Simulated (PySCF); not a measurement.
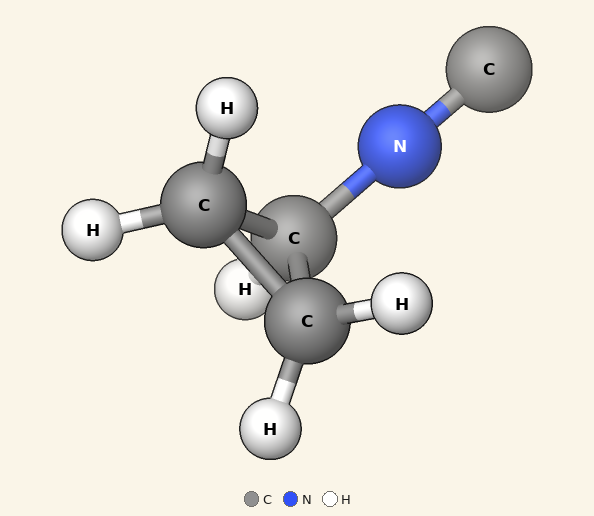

The picture shows a molecular structure as a ball-and-stick model. Every bond is drawn as one stick, whatever its order.

Describe the molecule.

Formula C₄H₅N. SMILES: `[C-]#[N+]C1CC1`. Independent rings (smallest set): 1 of 3 members. This geometry has Cs symmetry. Coordination, clear cases only: 1 N linear.

More results for the same structure follow; atom numbers are the same in all pictures, views and colours differ. The geometry was computed by an optimisation with PBE0-D3(BJ)/def2-SVP. No frequency run is at hand to confirm it as a minimum.

Geometry

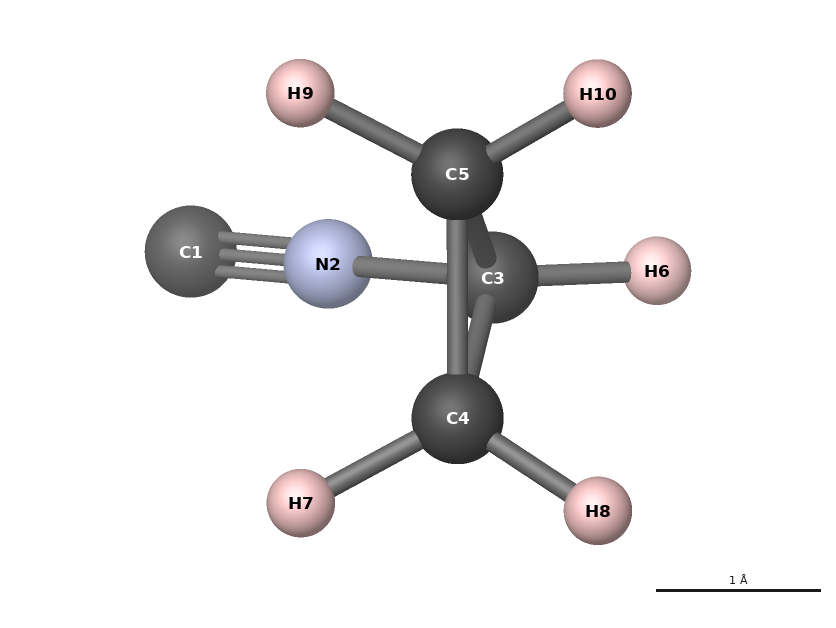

The atoms are numbered. No frequency run is at hand to confirm it as a minimum.

Give these bond angles: C1–N2–C3, N2–C3–C4, N2–C3–H6, C4–C3–C5, C4–C3–H6, C3–C4–C5, C3–C4–H7, C3–C4–H8, C5–C4–H7, C5–C4–H8.

```
   angle  degrees
C1–N2–C3    179.4
N2–C3–C4    119.2
N2–C3–H6    113.0
C4–C3–C5     59.7
C4–C3–H6    118.1
C3–C4–C5     60.2
C3–C4–H7    116.6
C3–C4–H8    117.2
C5–C4–H7    117.8
C5–C4–H8    119.2
```

Dipole moment

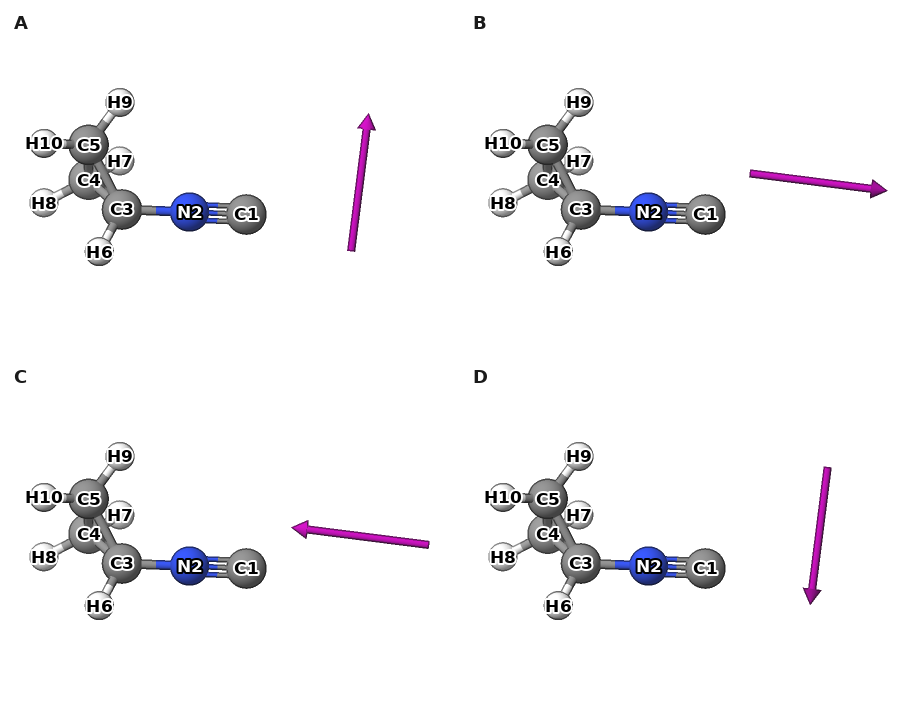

The same molecule four times, each with an arrow. No frequency run is at hand to confirm it as a minimum. Method: B3LYP/aug-cc-pVTZ-J, gas phase (PySCF 2.14.0).

> Which arrow points along the dipole moment, from the negative to the positive end?

C. The dipole moment is 4.05 D; it points from the side of C1 to the side of H8, H10 (the outermost atoms at the two ends).

Spin–spin coupling

No frequency run is at hand to confirm it as a minimum. Properties computed with B3LYP/pcJ-0 indirect spin-spin coupling, non-relativistic, gas phase (PySCF 2.14.0). Isotopes: 13C, 1H, 15N.

Give the spin–spin coupling constants of these pairs, with the number of bonds between them: C1/N2, N2/C3, N2/C5, N2/H6, N2/H10, N2/H7.

| pair | bonds apart | J (Hz) |
| --- | --- | --- |
| C1, N2 | 1 | 22.9 |
| N2, C3 | 1 | −11.4 |
| N2, C5 | 2 | 0.7 |
| N2, H6 | 2 | −0.7 |
| N2, H10 | 3 | −1.6 |
| N2, H7 | 3 | −2.7 |

Quadrupole coupling

No frequency run is at hand to confirm it as a minimum. Electric field gradients from the ground-state density, B3LYP/pcJ-0 (PySCF 2.14.0), non-relativistic apart from any core potentials.

Give the largest field-gradient component, the quadrupole coupling constant and the asymmetry for 14N at N2 (Q = 20.44 mb), 2H at H6 (Q = 2.86 mb), 2H at H7 (Q = 2.86 mb).

```
atom  V_zz (a.u.)  e²qQ/h (MHz)     η
  N2        0.380          1.82  0.14
  H6        0.293         0.197  0.14
  H7        0.300         0.202  0.07
```
